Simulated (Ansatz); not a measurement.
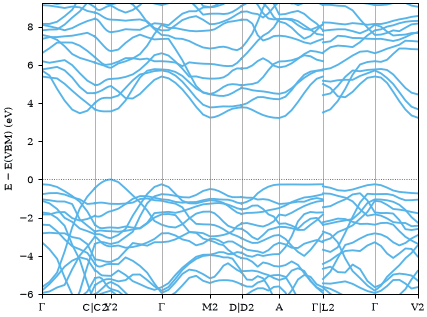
Fig. 1. Band structure from the program Ansatz at the r²SCAN level (PAW)

### Question
Read off the gap and where the band edges lie.

### Answer
About 3.2 eV (3.22 eV by a search for the band edges); maximum at Y2, minimum at A.

### Question
Which compound is it?
A. B4C, Cm (Pearson symbol mS30)
B. Ta2O5, C2/c (Ta on 8f, O on 8f, O on 8f, O on 4e)
C. C, C2/m (C on 4i, C on 4i, C on 4i, C on 4i)

### Answer
A, B4C, Cm (Pearson symbol mS30)

The workflow started from a Materials Project entry (that database holds measured and hypothetical structures alike); the Crystallography Open Database copy checked does not list it. Whether it is the stable phase at ambient conditions was not checked. Symmetry was held in the r²SCAN relaxation; of distortions, only those at the zone centre were tested.

Potentials: the earlier of the program's two PAW sets.
